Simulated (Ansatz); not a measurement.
Run report: TiN3H6F, molecular dynamics (part 1 of 2)

The run: molecular dynamics of TiN3H6F. Method and program: RHF/def2-SVP (Ansatz 0.2.0).

The run did not end well. One setting was made poor on purpose. It belongs to a series of runs on one base structure; here: an input spoilt on purpose.

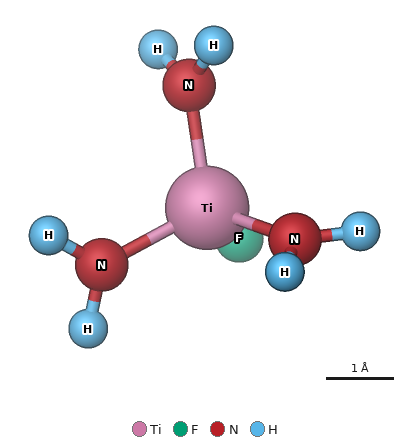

Fig. 1: The input geometry (ball-and-stick view, seen at a tilt). Sticks mark near contacts. Bond lengths as drawn: F–Ti 1.77 Å, H–N 1.00 to 1.01 Å and N–Ti 1.87 Å.

## The input
```yaml
crystal:
  periodic: [false, false, false]
  atoms:
    - { symbol: Ti, position_ang: [0.022259, -0.01604, -0.029188] }
    - { symbol: F, position_ang: [0.107463, -0.076984, 1.734974] }
    - { symbol: "N", position_ang: [1.737101, -0.024694, -0.767686] }
    - { symbol: H, position_ang: [2.488491, -0.605542, -0.438441] }
    - { symbol: H, position_ang: [2.06759, 0.602589, -1.477796] }
    - { symbol: "N", position_ang: [-0.852335, 1.536812, -0.586176] }
    - { symbol: H, position_ang: [-1.591093, 1.579433, -1.263945] }
    - { symbol: H, position_ang: [-0.705977, 2.441426, -0.172886] }
    - { symbol: "N", position_ang: [-0.910721, -1.492811, -0.689024] }
    - { symbol: H, position_ang: [-1.7479, -1.860382, -0.271364] }
    - { symbol: H, position_ang: [-0.608578, -2.083808, -1.441668] }
basis:
  gaussian: { orbitals: def2-SVP }
hamiltonian:
  xc: hf
md:
  timestep: 50.0
  n_steps: 25
  ensemble: nve
  temperature: 2000.0
  initial_velocities: maxwell_boltzmann
  seed: 351194
```

Machine: 4 threads of Arm Neoverse V2, 24 GiB of memory available, shared host.

Launched with:
```bash
ansatz run input.yaml --threads 4 --pin off --max-ram 5120MiB --backend cpu --events-out ev --progress --plain --runs-dir out
```

## Log
```
Engine: ansatz 0.2.0, aarch64-unknown-linux-gnu
Functional definition: HF
  exchange = exact_x
  correlation = 0
1350 factors; integrals over basis functions are off by at most 2.7e-4 eV
mean field evaluation 1: about -30317.1950 eV, gradient 6.8e1 eV
mean field evaluation 2: about -30317.3207 eV, gradient 6.8e1 eV
mean field evaluation 4: about -30327.0605 eV, gradient 7.4e0 eV
mean field evaluation 8: about -30327.2437 eV, gradient 6.2e-1 eV
mean field -30327.24504569 eV, -1114.5056988842 hartree, gradient 8.1e-5 eV, S^2 0.000000; 0 other end points of the search recorded, 0 dependent functions left out
the calculation of the forces begins
reference -30327.24504569 eV, -1114.5056988842 hartree; 29, 29 occupied and 88, 88 virtual orbitals, 1350 factors
md step     0: t =     0.00 fs  T =  2000.0 K  F+E_penalty+E_count = -30327.24504569 eV  E_kin = 2.326680 eV  conserved = -30324.91836571 eV  (42 SCF iters)
these checks for a lower state are left out or cut short: starts, cluster_reference, orbital_swaps, neighbouring_geometries, increment
1335 factors; integrals over basis functions are off by at most 7.7e-4 eV
mean field evaluation 16: about -30106.1609 eV, gradient 1.2e2 eV
mean field -30233.04561198 eV, -1111.0439335458 hartree, gradient 1.7e-5 eV, S^2 0.000000; 0 other end points of the search recorded, 0 dependent functions left out
the calculation of the forces begins
reference -30233.04561198 eV, -1111.0439335458 hartree; 29, 29 occupied and 88, 88 virtual orbitals, 1335 factors
md step     1: t =    50.00 fs  T = 6329504.0 K  F+E_penalty+E_count = -30233.04561198 eV  E_kin = 7363.365131 eV  conserved = -22869.68048130 eV  (109 SCF iters)
these checks for a lower state are left out or cut short: starts, cluster_reference, orbital_swaps, neighbouring_geometries, increment
1292 factors; integrals over basis functions are off by at most 5.2e-5 eV
mean field evaluation 32: about -30232.3833 eV, gradient 2.2e1 eV
mean field evaluation 64: about -30245.8471 eV, gradient 4.9e-1 eV
mean field evaluation 96: about -30245.8509 eV, gradient 1.4e-4 eV
mean field evaluation 128: about -30245.8509 eV, gradient 3.9e-3 eV
WARN: mean field -30245.85094428 eV, -1111.5145208283 hartree, gradient 9.0e-6 eV, S^2 0.000000; 0 other end points of the search recorded, 0 dependent functions left out; starts or descents were cut at the limit of passes or no minimum was shown, so a lower state may exist
the calculation of the forces begins
reference -30245.85094428 eV, -1111.5145208283 hartree; 29, 29 occupied and 88, 88 virtual orbitals, 1292 factors
1292 factors; integrals over basis functions are off by at most 5.2e-5 eV
mean field evaluation 160: about -30245.7303 eV, gradient 2.5e0 eV
mean field evaluation 192: about -30245.8451 eV, gradient 1.2e-1 eV
mean field evaluation 224: about -30245.8509 eV, gradient 1.8e-4 eV
mean field evaluation 256: about -30245.8509 eV, gradient 4.3e-5 eV
mean field evaluation 288: about -30245.3832 eV, gradient 6.4e0 eV
mean field evaluation 320: about -30230.1472 eV, gradient 4.8e1 eV
mean field evaluation 352: about -30217.1044 eV, gradient 4.2e1 eV
mean field evaluation 384: about -30123.0996 eV, gradient 9.9e1 eV
mean field evaluation 416: about -30139.3842 eV, gradient 5.1e1 eV
mean field evaluation 448: about -30241.3809 eV, gradient 1.9e1 eV
mean field evaluation 480: about -30245.8505 eV, gradient 7.2e-2 eV
mean field evaluation 512: about -30245.8509 eV, gradient 7.9e-4 eV
WARN: mean field -30245.85094583 eV, -1111.5145208851 hartree, gradient 8.1e-6 eV, S^2 0.000000; 2 other end points of the search recorded, 0 dependent functions left out; starts or descents were cut at the limit of passes or no minimum was shown, so a lower state may exist
the calculation of the forces begins
reference -30245.85094583 eV, -1111.5145208851 hartree; 29, 29 occupied and 88, 88 virtual orbitals, 1292 factors
md step     2: t =   100.00 fs  T = 25498832.4 K  F+E_penalty+E_count = -30245.85094583 eV  E_kin = 29663.811469 eV  conserved = -582.03947715 eV  (2771 SCF iters)
these checks for a lower state are left out or cut short: starts, cluster_reference, orbital_swaps, neighbouring_geometries, increment
1292 factors; integrals over basis functions are off by at most 5.2e-5 eV
mean field evaluation 544: about -30245.3745 eV, gradient 1.2e0 eV
WARN: mean field -30245.41091155 eV, -1111.4983499237 hartree, gradient 2.8e-6 eV, S^2 0.000000; 0 other end points of the search recorded, 0 dependent functions left out; starts or descents were cut at the limit of passes or no minimum was shown, so a lower state may exist
the calculation of the forces begins
reference -30245.41091155 eV, -1111.4983499237 hartree; 29, 29 occupied and 88, 88 virtual orbitals, 1292 factors
md step     3: t =   150.00 fs  T = 25498333.0 K  F+E_penalty+E_count = -30245.41091155 eV  E_kin = 29663.230488 eV  conserved = -582.18042387 eV  (372 SCF iters)
these checks for a lower state are left out or cut short: starts, cluster_reference, orbital_swaps, neighbouring_geometries, increment
1292 factors; integrals over basis functions are off by at most 5.2e-5 eV
mean field evaluation 576: about -30245.2770 eV, gradient 9.8e-4 eV
WARN: mean field -30245.27701257 eV, -1111.4934292268 hartree, gradient 2.8e-6 eV, S^2 0.000000; 0 other end points of the search recorded, 0 dependent functions left out; starts or descents were cut at the limit of passes or no minimum was shown, so a lower state may exist
the calculation of the forces begins
reference -30245.27701257 eV, -1111.4934292268 hartree; 29, 29 occupied and 88, 88 virtual orbitals, 1292 factors
md step     4: t =   200.00 fs  T = 25498207.4 K  F+E_penalty+E_count = -30245.27701257 eV  E_kin = 29663.084313 eV  conserved = -582.19269998 eV  (356 SCF iters)
these checks for a lower state are left out or cut short: starts, cluster_reference, orbital_swaps, neighbouring_geometries, increment
1292 factors; integrals over basis functions are off by at most 5.2e-5 eV
WARN: mean field -30245.21178142 eV, -1111.4910320262 hartree, gradient 1.3e-6 eV, S^2 0.000000; 0 other end points of the search recorded, 0 dependent functions left out; starts or descents were cut at the limit of passes or no minimum was shown, so a lower state may exist
the calculation of the forces begins
reference -30245.21178142 eV, -1111.4910320262 hartree; 29, 29 occupied and 88, 88 virtual orbitals, 1292 factors
md step     5: t =   250.00 fs  T = 25498148.8 K  F+E_penalty+E_count = -30245.21178142 eV  E_kin = 29663.016209 eV  conserved = -582.19557284 eV  (354 SCF iters)
these checks for a lower state are left out or cut short: starts, cluster_reference, orbital_swaps, neighbouring_geometries, increment
1292 factors; integrals over basis functions are off by at most 5.2e-5 eV
mean field evaluation 608: about -30245.1731 eV, gradient 2.0e-6 eV
WARN: mean field -30245.17310274 eV, -1111.4896106109 hartree, gradient 2.0e-6 eV, S^2 0.000000; 0 other end points of the search recorded, 0 dependent functions left out; starts or descents were cut at the limit of passes or no minimum was shown, so a lower state may exist
the calculation of the forces begins
reference -30245.17310274 eV, -1111.4896106109 hartree; 29, 29 occupied and 88, 88 virtual orbitals, 1292 factors
md step     6: t =   300.00 fs  T = 25498114.7 K  F+E_penalty+E_count = -30245.17310274 eV  E_kin = 29662.976526 eV  conserved = -582.19657659 eV  (349 SCF iters)
these checks for a lower state are left out or cut short: starts, cluster_reference, orbital_swaps, neighbouring_geometries, increment
1292 factors; integrals over basis functions are off by at most 5.2e-5 eV
WARN: mean field -30245.14748493 eV, -1111.4886691740 hartree, gradient 1.1e-6 eV, S^2 0.000000; 0 other end points of the search recorded, 0 dependent functions left out; starts or descents were cut at the limit of passes or no minimum was shown, so a lower state may exist
the calculation of the forces begins
reference -30245.14748493 eV, -1111.4886691740 hartree; 29, 29 occupied and 88, 88 virtual orbitals, 1292 factors
md step     7: t =   350.00 fs  T = 25498092.3 K  F+E_penalty+E_count = -30245.14748493 eV  E_kin = 29662.950470 eV  conserved = -582.19701532 eV  (351 SCF iters)
these checks for a lower state are left out or cut short: starts, cluster_reference, orbital_swaps, neighbouring_geometries, increment
1292 factors; integrals over basis functions are off by at most 5.2e-5 eV
WARN: mean field -30245.12926024 eV, -1111.4879994288 hartree, gradient 1.3e-6 eV, S^2 0.000000; 0 other end points of the search recorded, 0 dependent functions left out; starts or descents were cut at the limit of passes or no minimum was shown, so a lower state may exist
the calculation of the forces begins
reference -30245.12926024 eV, -1111.4879994288 hartree; 29, 29 occupied and 88, 88 virtual orbitals, 1292 factors
md step     8: t =   400.00 fs  T = 25498076.5 K  F+E_penalty+E_count = -30245.12926024 eV  E_kin = 29662.932023 eV  conserved = -582.19723684 eV  (349 SCF iters)
these checks for a lower state are left out or cut short: starts, cluster_reference, orbital_swaps, neighbouring_geometries, increment
1292 factors; integrals over basis functions are off by at most 5.2e-5 eV
mean field evaluation 640: about -30245.1156 eV, gradient 1.6e-4 eV
WARN: mean field -30245.11562832 eV, -1111.4874984652 hartree, gradient 5.5e-6 eV, S^2 0.000000; 0 other end points of the search recorded, 0 dependent functions left out; starts or descents were cut at the limit of passes or no minimum was shown, so a lower state may exist
the calculation of the forces begins
reference -30245.11562832 eV, -1111.4874984652 hartree; 29, 29 occupied and 88, 88 virtual orbitals, 1292 factors
md step     9: t =   450.00 fs  T = 25498064.6 K  F+E_penalty+E_count = -30245.11562832 eV  E_kin = 29662.918268 eV  conserved = -582.19736058 eV  (339 SCF iters)
these checks for a lower state are left out or cut short: starts, cluster_reference, orbital_swaps, neighbouring_geometries, increment
1292 factors; integrals over basis functions are off by at most 5.2e-5 eV
WARN: mean field -30245.10504558 eV, -1111.4871095566 hartree, gradient 2.8e-6 eV, S^2 0.000000; 0 other end points of the search recorded, 0 dependent functions left out; starts or descents were cut at the limit of passes or no minimum was shown, so a lower state may exist
the calculation of the forces begins
reference -30245.10504558 eV, -1111.4871095566 hartree; 29, 29 occupied and 88, 88 virtual orbitals, 1292 factors
md step    10: t =   500.00 fs  T = 25498055.5 K  F+E_penalty+E_count = -30245.10504558 eV  E_kin = 29662.907611 eV  conserved = -582.19743506 eV  (336 SCF iters)
these checks for a lower state are left out or cut short: starts, cluster_reference, orbital_swaps, neighbouring_geometries, increment
1292 factors; integrals over basis functions are off by at most 5.2e-5 eV
mean field evaluation 672: about -30245.0966 eV, gradient 1.2e-2 eV
WARN: mean field -30245.09659090 eV, -1111.4867988529 hartree, gradient 3.1e-6 eV, S^2 0.000000; 0 other end points of the search recorded, 0 dependent functions left out; starts or descents were cut at the limit of passes or no minimum was shown, so a lower state may exist
the calculation of the forces begins
reference -30245.09659090 eV, -1111.4867988529 hartree; 29, 29 occupied and 88, 88 virtual orbitals, 1292 factors
md step    11: t =   550.00 fs  T = 25498048.2 K  F+E_penalty+E_count = -30245.09659090 eV  E_kin = 29662.899108 eV  conserved = -582.19748255 eV  (323 SCF iters)
these checks for a lower state are left out or cut short: starts, cluster_reference, orbital_swaps, neighbouring_geometries, increment
1292 factors; integrals over basis functions are off by at most 5.2e-5 eV
WARN: mean field -30245.08968048 eV, -1111.4865448994 hartree, gradient 3.3e-6 eV, S^2 0.000000; 0 other end points of the search recorded, 0 dependent functions left out; starts or descents were cut at the limit of passes or no minimum was shown, so a lower state may exist
the calculation of the forces begins
reference -30245.08968048 eV, -1111.4865448994 hartree; 29, 29 occupied and 88, 88 virtual orbitals, 1292 factors
md step    12: t =   600.00 fs  T = 25498042.2 K  F+E_penalty+E_count = -30245.08968048 eV  E_kin = 29662.892166 eV  conserved = -582.19751425 eV  (316 SCF iters)
these checks for a lower state are left out or cut short: starts, cluster_reference, orbital_swaps, neighbouring_geometries, increment
1292 factors; integrals over basis functions are off by at most 5.2e-5 eV
WARN: mean field -30245.08392627 eV, -1111.4863334361 hartree, gradient 5.0e-6 eV, S^2 0.000000; 0 other end points of the search recorded, 0 dependent functions left out; starts or descents were cut at the limit of passes or no minimum was shown, so a lower state may exist
the calculation of the forces begins
reference -30245.08392627 eV, -1111.4863334361 hartree; 29, 29 occupied and 88, 88 virtual orbitals, 1292 factors
md step    13: t =   650.00 fs  T = 25498037.2 K  F+E_penalty+E_count = -30245.08392627 eV  E_kin = 29662.886390 eV  conserved = -582.19753622 eV  (317 SCF iters)
these checks for a lower state are left out or cut short: starts, cluster_reference, orbital_swaps, neighbouring_geometries, increment
1292 factors; integrals over basis functions are off by at most 5.2e-5 eV
mean field evaluation 704: about -30245.0791 eV, gradient 4.9e-5 eV
WARN: mean field -30245.07906028 eV, -1111.4861546143 hartree, gradient 3.0e-6 eV, S^2 0.000000; 0 other end points of the search recorded, 0 dependent functions left out; starts or descents were cut at the limit of passes or no minimum was shown, so a lower state may exist
the calculation of the forces begins
reference -30245.07906028 eV, -1111.4861546143 hartree; 29, 29 occupied and 88, 88 virtual orbitals, 1292 factors
md step    14: t =   700.00 fs  T = 25498033.0 K  F+E_penalty+E_count = -30245.07906028 eV  E_kin = 29662.881508 eV  conserved = -582.19755192 eV  (316 SCF iters)
these checks for a lower state are left out or cut short: starts, cluster_reference, orbital_swaps, neighbouring_geometries, increment
1292 factors; integrals over basis functions are off by at most 5.2e-5 eV
WARN: mean field -30245.07489143 eV, -1111.4860014121 hartree, gradient 2.9e-6 eV, S^2 0.000000; 0 other end points of the search recorded, 0 dependent functions left out; starts or descents were cut at the limit of passes or no minimum was shown, so a lower state may exist
the calculation of the forces begins
reference -30245.07489143 eV, -1111.4860014121 hartree; 29, 29 occupied and 88, 88 virtual orbitals, 1292 factors
md step    15: t =   750.00 fs  T = 25498029.4 K  F+E_penalty+E_count = -30245.07489143 eV  E_kin = 29662.877328 eV  conserved = -582.19756344 eV  (309 SCF iters)
these checks for a lower state are left out or cut short: starts, cluster_reference, orbital_swaps, neighbouring_geometries, increment
1292 factors; integrals over basis functions are off by at most 5.2e-5 eV
mean field evaluation 736: about -30245.0713 eV, gradient 2.9e-6 eV
WARN: mean field -30245.07127983 eV, -1111.4858686881 hartree, gradient 2.9e-6 eV, S^2 0.000000; 0 other end points of the search recorded, 0 dependent functions left out; starts or descents were cut at the limit of passes or no minimum was shown, so a lower state may exist
the calculation of the forces begins
reference -30245.07127983 eV, -1111.4858686881 hartree; 29, 29 occupied and 88, 88 virtual orbitals, 1292 factors
md step    16: t =   800.00 fs  T = 25498026.3 K  F+E_penalty+E_count = -30245.07127983 eV  E_kin = 29662.873708 eV  conserved = -582.19757208 eV  (310 SCF iters)
```

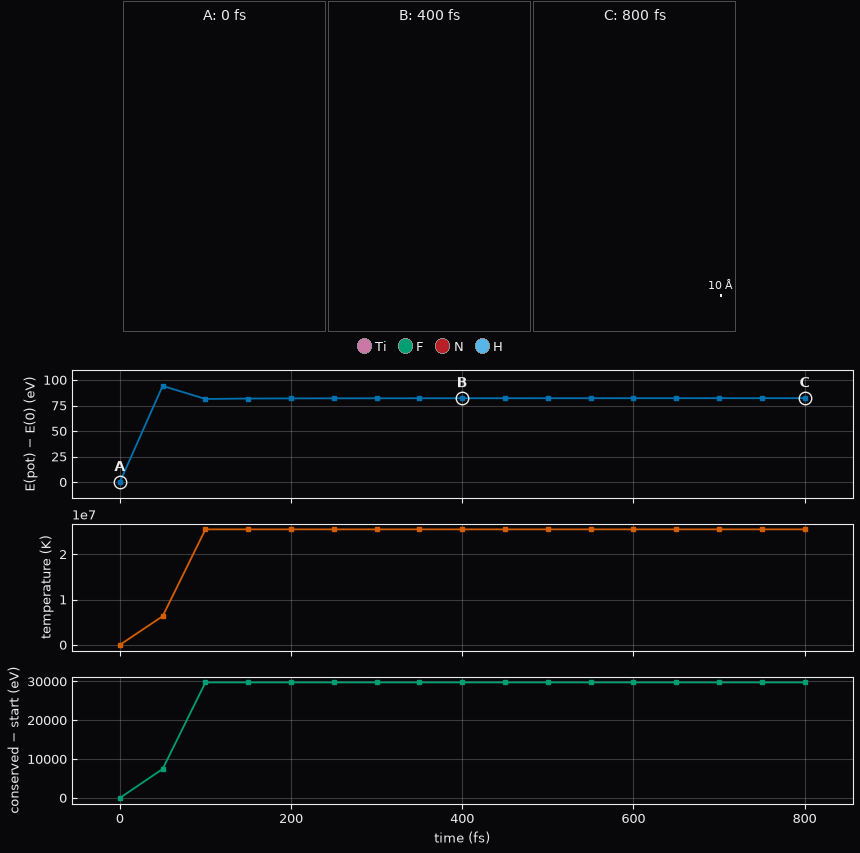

Fig. 2: Frames of the molecular dynamics (ball-and-stick, seen at a tilt) above the curves, on which the letters mark them. The trajectory kept here has 17 frames over 800 fs. The temperature starts at 2000 K, ranges from 2000 to 25498832 K and averages 25498046 K over the second half. The potential energy ends 82.174 eV above its first value. The conserved quantity stays within 30000 eV. After an unweighted best fit of the last frame on the first, the root-mean-square displacement is 1576.06 Å, and N6 has moved furthest (2912.97 Å).
